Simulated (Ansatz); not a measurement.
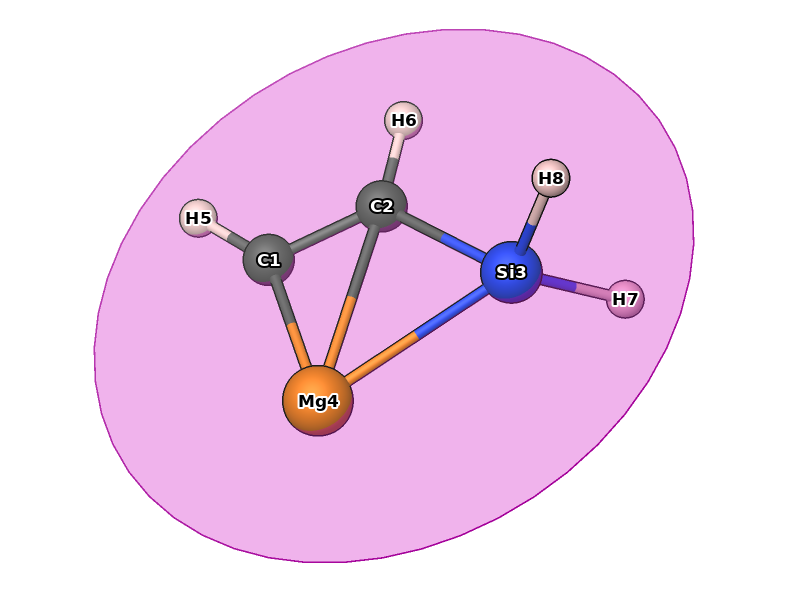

A disc through the centre of mass is drawn in. Depth is shown by fading: the farther an atom, the more it takes the colour of the background. The geometry was computed by an optimisation with PBE0-D4/def2-TZVP. No frequency run is at hand to confirm it as a minimum.

> Is the plane of the disc a mirror plane of the structure?

Yes. The reflection leaves C1, C2, Si3, Mg4, H5, H6 in place and moves H7 ↔ H8. The point group is Cs.
